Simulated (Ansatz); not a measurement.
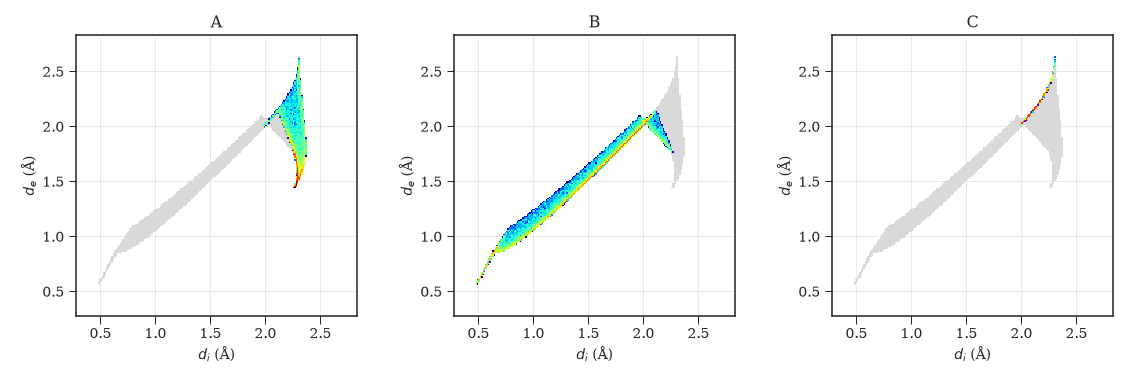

Fingerprint plots of the Hirshfeld surface computed for the H$_{2}$Os molecule in H8Os3 (Pm-3m), each panel colouring one kind of contact over the whole plot in grey. The kinds are H···H, H···Os, Os···Os, in shuffled order.

The surface is where the fragment's share of the procrystal density (the sum of the densities of spherically averaged neutral Hartree-Fock atoms) equals one half. d_i and d_e are the distances from the surface to the nearest nucleus inside and outside.

Origin of the cell: the end point of a relaxation with DFT PBE, scalar-relativistic, plane waves, PAW in Ansatz; the starting structure was generated, so it need not be a known form of this composition.

```cif
data_structure
_symmetry_space_group_name_H-M 'Pm-3m'
_symmetry_Int_Tables_number 221
_cell_length_a 5.2389
_cell_length_b 5.2389
_cell_length_c 5.2389
_cell_angle_alpha 90.000
_cell_angle_beta 90.000
_cell_angle_gamma 90.000
_cell_volume 143.79
loop_
_atom_site_label
_atom_site_type_symbol
_atom_site_symmetry_multiplicity
_atom_site_Wyckoff_symbol
_atom_site_fract_x
_atom_site_fract_y
_atom_site_fract_z
_atom_site_occupancy
H1 H 6 e 0.19955 0.00000 0.00000 1
H2 H 1 a 0.00000 0.00000 0.00000 1
H3 H 1 b 0.50000 0.50000 0.50000 1
Os1 Os 3 d 0.50000 0.00000 0.00000 1
```

**Which panel shows which contact, and what share of the surface does each take?**

A: H···Os, 34 % of the area, smallest d_i + d_e about 3.7 Å. B: H···H, 56 % of the area, smallest d_i + d_e about 1.0 Å. C: Os···Os, 11 % of the area, smallest d_i + d_e about 4.0 Å.

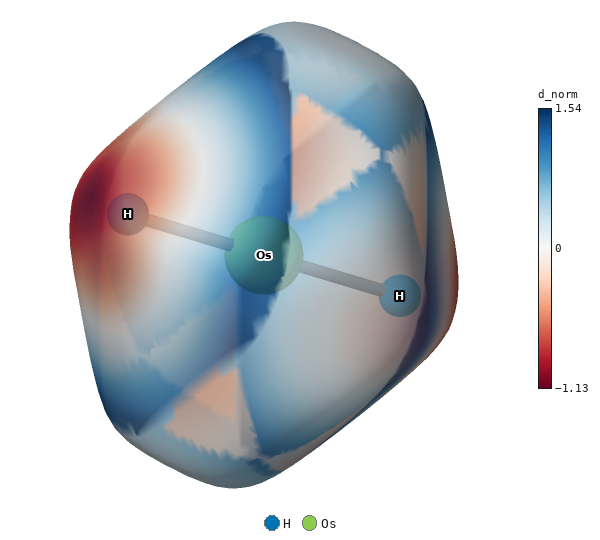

Hirshfeld surface computed for the H$_{2}$Os molecule in H8Os3 in space group Pm-3m, coloured by d_norm.
